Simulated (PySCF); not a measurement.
```yaml
atoms:
  - { symbol: C, position_ang: [2.5202, 0.3175, -0.3651] }
  - { symbol: C, position_ang: [1.3138, -0.3839, 0.1048] }
  - { symbol: N, position_ang: [1.2674, -1.6389, 0.4352] }
  - { symbol: O, position_ang: [-0.0249, -1.8814, 0.8112] }
  - { symbol: C, position_ang: [-0.6492, -0.7195, 0.6677] }
  - { symbol: O, position_ang: [-1.9582, -0.6874, 0.9787] }
  - { symbol: C, position_ang: [-2.5695, 0.5017, 0.8153] }
  - { symbol: F, position_ang: [-2.5418, 0.9306, -0.4423] }
  - { symbol: F, position_ang: [-3.8374, 0.3596, 1.1633] }
  - { symbol: F, position_ang: [-2.0497, 1.4627, 1.5718] }
  - { symbol: N, position_ang: [0.0964, 0.2382, 0.2424] }
  - { symbol: H, position_ang: [2.3412, 0.7200, -1.3601] }
  - { symbol: H, position_ang: [2.7338, 1.1533, 0.2981] }
  - { symbol: H, position_ang: [3.3573, -0.3729, -0.3830] }
```

Geometry: GFN2-xTB.

Theory: PBE0/pcSseg-1, SCF density, gas phase, non-relativistic (PySCF 2.14.0).

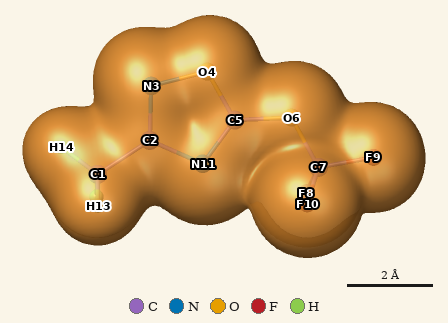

C4H3F3N2O2. Isosurface of the electron density at 0.05 e/Å³ (orange), seen across its widest extent.

**What does this surface tell about the bonding?**

At this value the surface is in one piece. It bridges the sampled C–N (1.29 Å), C–F (1.32 Å), C–O (1.33 Å) and N–O (1.37 Å) contacts, where the density stays above the isovalue. On the grid the lowest density along these lines, outside the cores, is 2.7 e/Å³ (C–N, 1.29 Å), 2 e/Å³ (C–F, 1.32 Å), 2.2 e/Å³ (C–O, 1.33 Å) and 2.3 e/Å³ (N–O, 1.37 Å).
